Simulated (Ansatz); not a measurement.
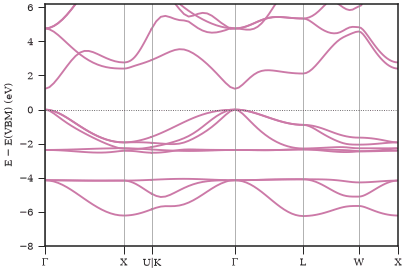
*Band structure from LDA in the plane-wave PAW code Ansatz*

Read off the gap and where the band edges lie.

About 1.2 eV (1.22 eV by a search for the band edges); maximum at Γ, minimum at Γ.

Which compound is it?
A. BeSe, zinc blende
B. CuI, zinc blende
C. Si, diamond

B, CuI, zinc blende

Space group F-43m (zinc blende). Symmetry was held in the LDA relaxation; phonons on a q-mesh show no instability. The run is not spin-polarised. The volume moved by -17 % from the start of the relaxation. Spin–orbit coupling is left out wherever it is not named.

Potentials: the later of the program's two PAW sets.
